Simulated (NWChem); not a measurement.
**SiH4O (SMILES O[SiH3]) at CAM-B3LYP/pcseg-1**

What is the electronic atomisation energy of SiH4O at CAM-B3LYP/pcseg-1? 

The results are computed with NWChem 7.3.0.

5 further runs of the same task are left out: 1 that didn't finish, 4 set aside as unsound or not needed.

## Step 1: The molecule

SiH4O: 6 atoms, total charge 0, spin state singlet. As SMILES, `O[SiH3]`. Geometry: relaxed at PBE0-D4/def2-TZVP.

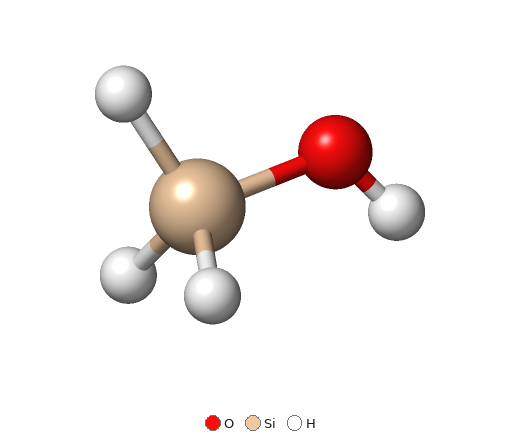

Viewed from a chosen angle; oxygen red, silicon light orange, hydrogen white.

## Step 2: The energy at CAM-B3LYP/pcseg-1 (run 1)

The input, run.nw:

```
start run
memory stack 880 mb heap 220 mb global 1100 mb
geometry noautosym nocenter noautoz
O      0.636700    -1.030300     0.419000
Si    -0.035700     0.346500    -0.187000
H      0.069100    -1.629200     0.904700
H     -1.128300     0.045700    -1.152800
H      1.060500     1.064900    -0.875600
H     -0.602300     1.202400     0.891700
end
basis spherical bse
* library pcseg-1
end
dft
xc xcamb88 1.00 lyp 0.81 vwn_5 0.19 hfexch 1.00
cam 0.33 cam_alpha 0.19 cam_beta 0.46
grid fine
convergence energy 1e-08
direct
maxiter 100
mulliken
noprint "final vectors analysis"
end
task dft energy
```

Launch:

```
$ nwchem run.nw > run.out
```

Standard output:

```text
[...]
          Wavefunction type:  closed shell.
          No. of atoms     :     6
          No. of electrons :    26
[...]
          Charge           :     0
          Spin multiplicity:     1
[...]
          AO basis - number of functions:    52
[...]
              XC Information
              --------------
                     Hartree-Fock (Exact) Exchange  1.000
                   CAM-Becke88 Exchange Functional  1.000
                      VWN V Correlation Functional  0.190 local
              Lee-Yang-Parr Correlation Functional  0.810
[...]
 d= 0,ls=0.0,diis     1   -367.0539560692 -4.32D+02  1.46D-02  4.28D-01     1.7
[...]
 d= 0,ls=0.0,diis     8   -367.0992625032 -1.56D-09  5.45D-07  1.69D-10     8.9
         Total DFT energy =     -367.099262503234
      One electron energy =     -635.818366065038
           Coulomb energy =      234.972514848009
    Exchange-Corr. energy =      -31.008307754075
 Nuclear repulsion energy =       64.754896467871
[...]
      Total Density - Mulliken Population Analysis
     ---------------------------------------------
    Atom       Charge   Shell Charges
 -----------   ------   -------------------------------------------------------
    1 O    8     8.53   1.99  0.89  0.84  3.00  1.79  0.01
    2 Si  14    13.31   2.00  1.99  0.93  0.18  5.98  1.91  0.07  0.24
    3 H    1     0.76   0.67  0.03  0.06
    4 H    1     1.14   0.76  0.37  0.01
    5 H    1     1.12   0.76  0.35  0.01
    6 H    1     1.14   0.76  0.37  0.01
[...]
```

Run time: 9.9 s. Hardware: 1 thread of Intel Xeon Platinum 8488C (Sapphire Rapids), shared host; peak memory 0.11 GiB.

## Step 3: The H atom at the same level (run 2)

The input, test.nw:

```
start test
memory total 2200 mb

geometry units angstroms noautosym nocenter noautoz
H     0.000000    0.000000    0.000000
end

basis spherical bse
* library pcseg-1
end

dft
xc xcamb88 1.00 lyp 0.81 vwn_5 0.19 hfexch 1.00
cam 0.33 cam_alpha 0.19 cam_beta 0.46
mult 2
grid fine
convergence energy 1e-08
direct
maxiter 100
mulliken
print low
end

task dft energy
```

Run the same way, it converges to -0.49823 Eh (log not shown).

## Step 4: The O atom (run 3)

The input, work.nw:

```
start work
title "O"
memory stack 880 mb heap 220 mb global 1100 mb
charge 0

geometry units angstrom noautosym nocenter noautoz
 O        0.000000       0.000000       0.000000
end

basis spherical bse
 O library pcseg-1
end

dft
 xc xcamb88 1.00 lyp 0.81 vwn_5 0.19 hfexch 1.00
 cam 0.33 cam_alpha 0.19 cam_beta 0.46
 mult 3
 grid fine
 convergence energy 1e-08
 direct
 iterations 100
 mulliken
 print low
end

task dft energy
```

Launch:

```
$ nwchem work.nw > work.out
```

Standard output:

```text
[...]
 d= 0,ls=0.0,diis     1    -75.0044910165 -7.50D+01  1.71D-02  8.77D-02     0.1
[...]
 d= 0,ls=0.0,diis     7    -75.0288363547 -3.76D-10  7.44D-08  1.77D-12     0.3
[...]
         Total DFT energy =      -75.028836354685
      One electron energy =     -103.193358241478
           Coulomb energy =       36.613700606136
    Exchange-Corr. energy =       -8.449178719344
 Nuclear repulsion energy =        0.000000000000
[...]
      Total Density - Mulliken Population Analysis
     ---------------------------------------------
    Atom       Charge   Shell Charges
 -----------   ------   -------------------------------------------------------
    1 O    8     8.00   2.00  0.99  1.02  2.61  1.39  0.00
     --------------------------------------------
      Spin Density - Mulliken Population Analysis
     --------------------------------------------
    Atom       Charge   Shell Charges
 -----------   ------   -------------------------------------------------------
    1 O    8     2.00  -0.00  0.04 -0.04  1.37  0.63  0.00
[...]
      <S2> =      2.0022 (Exact =     2.0000)
[...]
```

Wall time 1.1 s (1 thread of Intel Xeon Platinum 8488C (Sapphire Rapids), shared host); peak memory 0.1 GiB.

## Step 5: The Si atom at the same level (run 4)

The input, mol.nw:

```
start mol
memory stack 880 mb heap 220 mb global 1100 mb

geometry noautosym nocenter noautoz
Si       0.000000       0.000000       0.000000
end

basis spherical bse
* library pcseg-1
end

dft
xc xcamb88 1.00 lyp 0.81 vwn_5 0.19 hfexch 1.00
cam 0.33 cam_alpha 0.19 cam_beta 0.46
mult 3
grid fine
convergence energy 1e-08
direct
iterations 100
mulliken
print low
end

task dft energy
```

Launch:

```
$ nwchem mol.nw > mol.out
```

Standard output:

```text
[...]
 d= 0,ls=0.0,diis     1   -289.3414560610 -2.89D+02  2.21D-02  2.18D-02     0.2
[...]
 d= 0,ls=0.0,diis     6   -289.3621672969 -8.48D-09  1.05D-06  2.28D-11     0.8
[...]
         Total DFT energy =     -289.362167296888
      One electron energy =     -400.696666069681
           Coulomb energy =      132.145090053826
    Exchange-Corr. energy =      -20.810591281033
 Nuclear repulsion energy =        0.000000000000
[...]
      Total Density - Mulliken Population Analysis
     ---------------------------------------------
    Atom       Charge   Shell Charges
 -----------   ------   -------------------------------------------------------
    1 Si  14    14.00   2.00  1.99  1.32  0.68  5.98  1.38  0.64  0.00
     --------------------------------------------
      Spin Density - Mulliken Population Analysis
     --------------------------------------------
    Atom       Charge   Shell Charges
 -----------   ------   -------------------------------------------------------
    1 Si  14     2.00  -0.00 -0.00  0.00 -0.00  0.01  1.35  0.65 -0.00
[...]
      <S2> =      2.0020 (Exact =     2.0000)
[...]
```

Wall time 1.5 s (1 thread of Intel Xeon Platinum 8488C (Sapphire Rapids), shared host); peak memory 0.1 GiB.

## Step 6: The series

```csv
run,level,partner,energy (Eh),wall time
1,CAM-B3LYP/pcseg-1,base,-367.099263,9.9 s
2,UCAM-B3LYP/pcseg-1,atoms,-0.498232,0.83 s
3,UCAM-B3LYP/pcseg-1,atoms,-75.028836,1.1 s
4,UCAM-B3LYP/pcseg-1,atoms,-289.362167,1.5 s
```

## Step 7: What came out

At CAM-B3LYP/pcseg-1:

| quantity | value |
| --- | --- |
| Si atom: total energy | -289.36217 Eh |
| Si atom: ⟨S²⟩ | 2.002 |
| electronic atomisation energy | 19.465 eV |

**Reading.** Taking the molecule apart into free atoms costs 19.47 eV (1878 kJ/mol), before zero-point energy and without spin-orbit coupling. All runs together took 13 s, the longest 9.9 s.
